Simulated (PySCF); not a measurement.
**One shape, several levels: triplet AlCl2F**

Wanted: a comparison of 5 runs (U-revPBE/def2-SVPD, UB3LYP/def2-SVPD, UBHLYP/def2-SVPD, UPBE0/def2-SVPD, UTPSS/def2-SVPD) of triplet AlCl2F. 

The results are computed with PySCF 2.14.0.

1 further run of the same task is left out (set aside as unsound or not needed).

## 1. Starting point

AlCl2F has 4 atoms, charge 0, and is taken as a triplet. As SMILES of the parent species, `[F][Al]([Cl])[Cl]`. The shape is that of a PBE0-D4/def2-TZVP optimisation. That shape belongs to the parent species and isn't relaxed for this state.

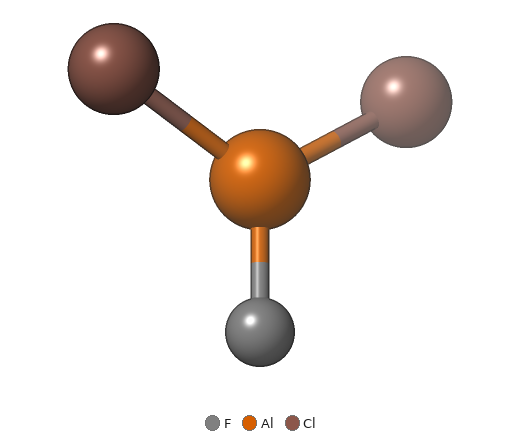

Viewed from a chosen angle; fluorine grey, aluminium orange, chlorine brown.

## 2. A single-point energy at U-revPBE/def2-SVPD (run 1)

File calc.py:

```python
from pyscf import gto, dft

system = gto.M(
    atom=[
    ('F', (0.087420, 0.388220, 1.682350)),
    ('Al', (0.004800, 0.021530, 0.093600)),
    ('Cl', (1.223040, -1.463690, -0.663450)),
    ('Cl', (-1.315270, 1.053930, -1.112510)),
],
    spin=2,
    basis='def2-svpd',
    verbose=3,
    charge=0,
    max_memory=1860,
)

calc0 = dft.UKS(system, xc='revpbe')
calc0.grids.level = 5
calc0.conv_tol = 1e-10
calc0.kernel()
if not calc0.converged:
    calc0 = calc0.newton().run(calc0.mo_coeff, calc0.mo_occ)

e_tot = calc0.e_tot
print(f'total energy: {e_tot:.8f} hartree')
```

Launch:

```console
$ OMP_NUM_THREADS=1 python calc.py
```

What it wrote:

```text
WARN: HOMO -0.0941584406810616 >= LUMO -0.350227403737461

WARN: HOMO -0.0986171437591556 >= LUMO -0.161330117164014

WARN: HOMO -0.108484427918848 >= LUMO -0.319865943600784

WARN: HOMO -0.105207509297146 >= LUMO -0.337645601690006

WARN: HOMO -0.107071103721375 >= LUMO -0.335748741609018

WARN: HOMO -0.106550832081401 >= LUMO -0.332654582288365

WARN: HOMO -0.106495162306953 >= LUMO -0.33250537910685

WARN: HOMO -0.10660255476242 >= LUMO -0.332555549776005

WARN: HOMO -0.106797070414728 >= LUMO -0.332674765701135

WARN: HOMO -0.106687907595622 >= LUMO -0.332585382461879

WARN: HOMO -0.106688051782809 >= LUMO -0.332610258500008

WARN: HOMO -0.106680965405623 >= LUMO -0.332611985833452

WARN: HOMO -0.10667638826018 >= LUMO -0.332605014239357

WARN: HOMO -0.106677416202544 >= LUMO -0.332601901201464

WARN: HOMO -0.106677891910662 >= LUMO -0.332603868000191

WARN: HOMO -0.106677940018338 >= LUMO -0.332603680437225

WARN: HOMO -0.106677686484689 >= LUMO -0.332604044080083

converged SCF energy = -1261.97999193409  <S^2> = 2.0033227  2S+1 = 3.0022143
total energy: -1261.97999193 hartree
```

It took 38 s on 1 thread of Arm Neoverse V1, shared host; peak memory 0.53 GiB.

## 3. The energy at UB3LYP/def2-SVPD (run 2)

File input.py:

```python
from pyscf import gto, dft

system = gto.M(
    atom=[
    ('F', (0.087420, 0.388220, 1.682350)),
    ('Al', (0.004800, 0.021530, 0.093600)),
    ('Cl', (1.223040, -1.463690, -0.663450)),
    ('Cl', (-1.315270, 1.053930, -1.112510)),
],
    spin=2,
    basis='def2-svpd',
    max_memory=1860,
    charge=0,
    verbose=3,
)

ks = dft.UKS(system)
ks.xc = 'b3lyp'
ks.conv_tol = 1e-10
ks.grids.level = 5
ks.kernel()
if not ks.converged:
    ks = ks.newton().run(ks.mo_coeff, ks.mo_occ)

etot = ks.e_tot
print('E = %.10f Eh' % etot)
```

Launch:

```console
$ OMP_NUM_THREADS=1 python input.py
```

What it wrote:

```text
WARN: HOMO -0.0924433382385725 >= LUMO -0.380577048334616

WARN: HOMO -0.125143498018527 >= LUMO -0.232314922103321

WARN: HOMO -0.132255166240849 >= LUMO -0.319712783073193

WARN: HOMO -0.123351676561184 >= LUMO -0.335930463544204

WARN: HOMO -0.126907335722991 >= LUMO -0.326181268579386

WARN: HOMO -0.12579771312905 >= LUMO -0.323634741233028

WARN: HOMO -0.126457828932677 >= LUMO -0.323848211312611

WARN: HOMO -0.126336430394685 >= LUMO -0.323655651138149

WARN: HOMO -0.126286158716872 >= LUMO -0.323590426510344

WARN: HOMO -0.126298802980394 >= LUMO -0.323615346259242

WARN: HOMO -0.126303371843009 >= LUMO -0.323633267762772

WARN: HOMO -0.126295943588075 >= LUMO -0.32363138914617

WARN: HOMO -0.126296549265145 >= LUMO -0.323631516837593

WARN: HOMO -0.126296562682571 >= LUMO -0.323632991122174

WARN: HOMO -0.126296657685976 >= LUMO -0.32363249017813

converged SCF energy = -1262.27564161027  <S^2> = 2.0050045  2S+1 = 3.0033345
E = -1262.2756416103 Eh
```

Wall time 37 s (1 thread of Arm Neoverse V1, shared host); peak memory 0.53 GiB.

Runs 3 to 4 aren't shown in full; the table further down has their settings and results.

## 4. The energy at UTPSS/def2-SVPD (run 5)

File job.py:

```python
from pyscf import gto, dft

molecule = gto.M(
    atom='F 0.087420 0.388220 1.682350; Al 0.004800 0.021530 0.093600; Cl 1.223040 -1.463690 -0.663450; Cl -1.315270 1.053930 -1.112510',
    basis='def2-svpd',
    charge=0,
    verbose=3,
    max_memory=1860,
    spin=2,
)

ks = dft.UKS(molecule)
ks.xc = 'tpss'
ks.conv_tol = 1e-10
ks.grids.level = 5
ks.kernel()
if not ks.converged:
    ks = ks.newton().run(ks.mo_coeff, ks.mo_occ)

etot = ks.e_tot
print('E = %.10f Eh' % etot)
```

Launch:

```console
$ OMP_NUM_THREADS=1 python job.py
```

What it wrote:

```text
WARN: HOMO -0.0938224570755315 >= LUMO -0.357212206236773

WARN: HOMO -0.0976849823661352 >= LUMO -0.166084836403215

WARN: HOMO -0.108119514885832 >= LUMO -0.322071492761486

WARN: HOMO -0.104552837606534 >= LUMO -0.341540544506614

WARN: HOMO -0.106650547493464 >= LUMO -0.337967234402257

WARN: HOMO -0.106215607862003 >= LUMO -0.334898439659235

WARN: HOMO -0.106159318162906 >= LUMO -0.334678563795183

WARN: HOMO -0.106183486084354 >= LUMO -0.334733828049054

WARN: HOMO -0.106415488209016 >= LUMO -0.33488134591797

WARN: HOMO -0.106287771804049 >= LUMO -0.334798211340086

WARN: HOMO -0.106306604502447 >= LUMO -0.33484608558211

WARN: HOMO -0.106304756897429 >= LUMO -0.334850464167696

WARN: HOMO -0.106301565121598 >= LUMO -0.334844766091601

WARN: HOMO -0.106302448092619 >= LUMO -0.334842794169807

WARN: HOMO -0.106302796455459 >= LUMO -0.334844636988447

WARN: HOMO -0.106302759718714 >= LUMO -0.334844438727588

WARN: HOMO -0.10630252111998 >= LUMO -0.334844718185666

converged SCF energy = -1262.29974339554  <S^2> = 2.0038376  2S+1 = 3.0025573
E = -1262.2997433955 Eh
```

Wall time 89 s (1 thread of Arm Neoverse V1, shared host); peak memory 0.59 GiB.

## 5. All runs side by side

```tsv
run	level	energy (Eh)	dipole moment (D)	HOMO energy (eV)	⟨S²⟩	wall time
1	U-revPBE/def2-SVPD	-1261.979992	1.82	-2.90	2.003	38 s
2	UB3LYP/def2-SVPD	-1262.275642	2.25	-3.44	2.005	37 s
3	UBHLYP/def2-SVPD	-1262.177444	2.44	-4.06	2.012	38 s
4	UPBE0/def2-SVPD	-1261.711689	2.29	-3.59	2.006	38 s
5	UTPSS/def2-SVPD	-1262.299743	1.86	-2.89	2.004	89 s
```

## 6. Outcome

| quantity | value |
| --- | --- |
| run 5: total energy | -1262.29974 Eh |
| run 5: dipole moment | 1.86 D |
| run 5: HOMO energy (highest over α and β) | -2.89 eV |
| run 5: ⟨S²⟩ | 2.004 |

The dipole moment (its size) runs from 1.82 D (U-revPBE/def2-SVPD) to 2.44 D (UBHLYP/def2-SVPD). Totals of different functionals can't be ranked against each other. All runs together took 4 min, the longest 89 s.
